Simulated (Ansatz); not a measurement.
```yaml
atoms:
  - { symbol: C, position_ang: [0.3470, -1.1025, 0.8233] }
  - { symbol: Al, position_ang: [-0.6098, 1.2316, -0.7085] }
  - { symbol: F, position_ang: [-2.0257, 0.9004, -1.5085] }
  - { symbol: F, position_ang: [0.6481, 1.8812, -1.5949] }
  - { symbol: F, position_ang: [-0.7476, 1.6768, 0.8925] }
  - { symbol: O, position_ang: [0.2891, -0.4519, -0.4516] }
  - { symbol: H, position_ang: [0.9584, -0.5235, 1.5287] }
  - { symbol: H, position_ang: [0.7445, -2.1179, 0.6946] }
  - { symbol: H, position_ang: [-0.6805, -1.1543, 1.1994] }
  - { symbol: H, position_ang: [1.1595, -0.3910, -0.8719] }
```

Geometry: PBE0-D4/def2-SVP.

Theory: isolated molecule in a Gaussian basis; Kohn-Sham density functional theory, functional PBE0 in Ansatz.

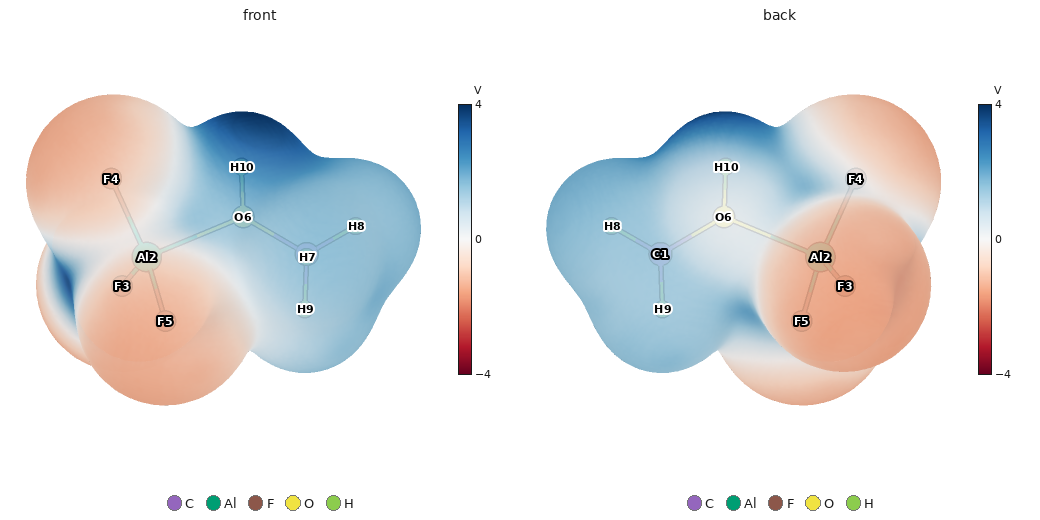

CH₄AlF₃O. The molecular electrostatic potential painted on the density surface at 0.002 e/bohr³, seen from the front and from behind; the colour scale runs from red (negative) to blue (positive).

Question: Describe the electrostatic potential map.

Answer: The most negative region (about −1.6 V) lies over F3, the most positive (about +3.9 V) over H10.

Question: What dipole moment does the calculation give?

Answer: Its dipole moment is 5.86 D.
